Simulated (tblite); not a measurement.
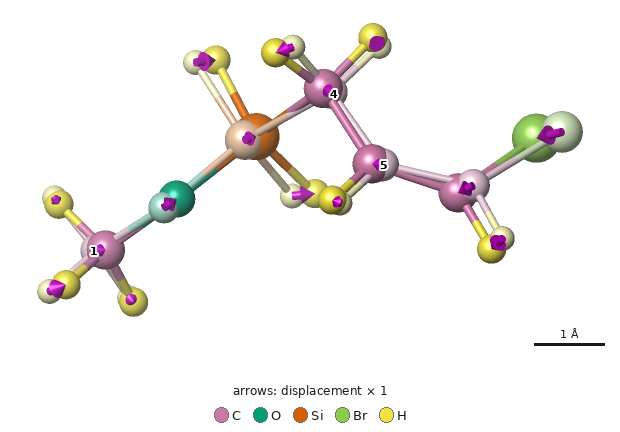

A relaxation of C₄H₉BrOSi. The starting structure is drawn faded, the final one solid; purple arrows show the displacements, at their true length. The two geometries are superimposed by the best rigid fit.

The picture is a ball-and-stick view, seen at a tilt.

All numbers below come from GFN2-xTB geometry optimisation, gas phase (tblite 0.8.0). 

### Describe the change and its energy.

The energy falls by 0.246 eV in 97 geometry steps. The Br atom moves most after the best rigid fit: 0.50 Å. By element the largest moves are Br 0.50 Å, H 0.38 Å, C 0.27 Å, O 0.25 Å, Si 0.22 Å. Among the contacts that change: O–Si 1.670 → 1.620 Å, C–Si 1.863 → 1.908 Å, Br–C 1.859 → 1.899 Å, C–C 1.515 → 1.478 Å. Among the angles between lasting bonds that change: O–Si–C 113.8° → 101.8°, C–O–Si 119.1° → 127.9°, O–Si–H 107.4° → 112.2°. The run took 0.7 s on 1 thread of Arm Neoverse V1, with other jobs on the host.
